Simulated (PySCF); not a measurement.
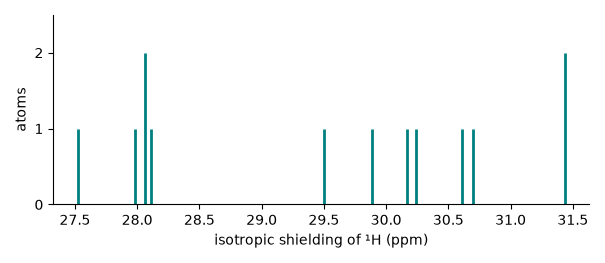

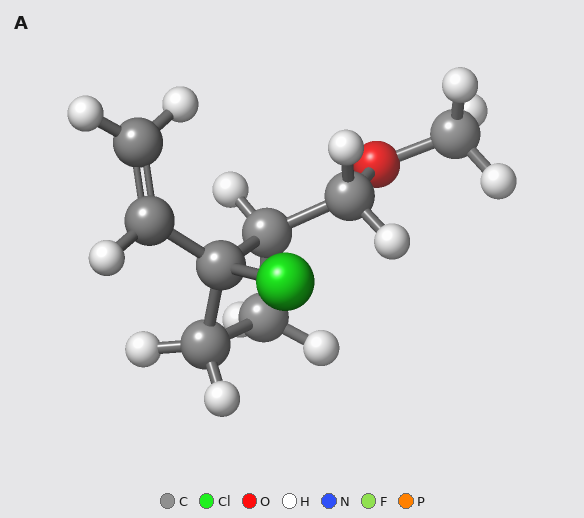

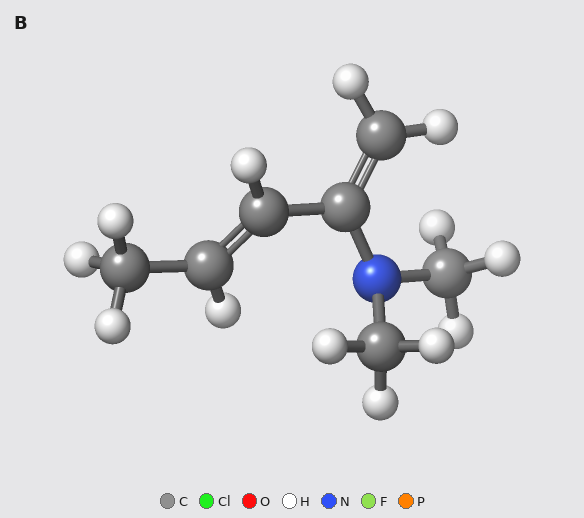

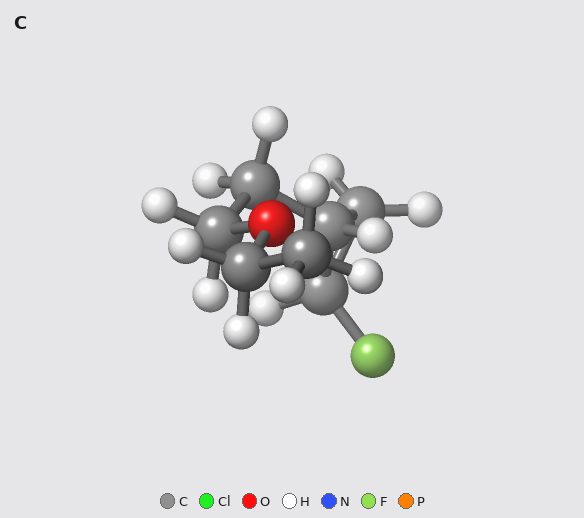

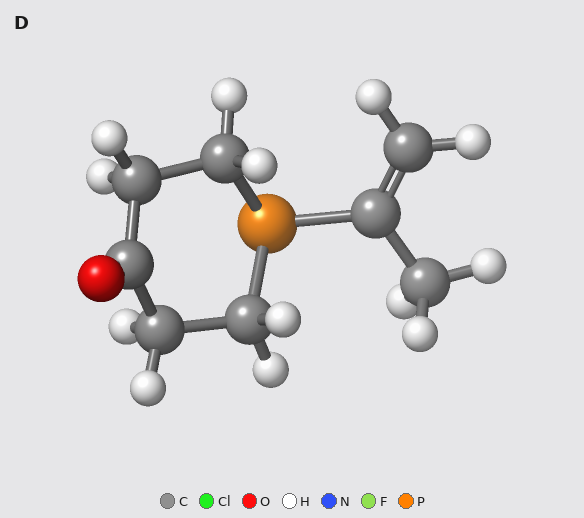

The sticks are computed shieldings of one of the molecules, for one fixed geometry (GFN2-xTB) without averaging over rotations. Low shielding means a high chemical shift. Method: GIAO PBE0/pcSseg-1 NMR shielding, non-relativistic, gas phase (PySCF 2.14.0).

Match the spectrum to a structure.

C, `CCOCC[C@@H]1C[C@H]1F`. Its 13 H atoms give lines at 27.52, 27.99, 28.06 (2 atoms), 28.11, 29.50, 29.88, 30.17, 30.24, 30.61, 30.70, 31.43 (2 atoms) ppm.

The geometry is semi-empirical. Around P such bond lengths and angles can be off by a tenth of an ångström or more and by several degrees, and values that hang on the shape move with them.
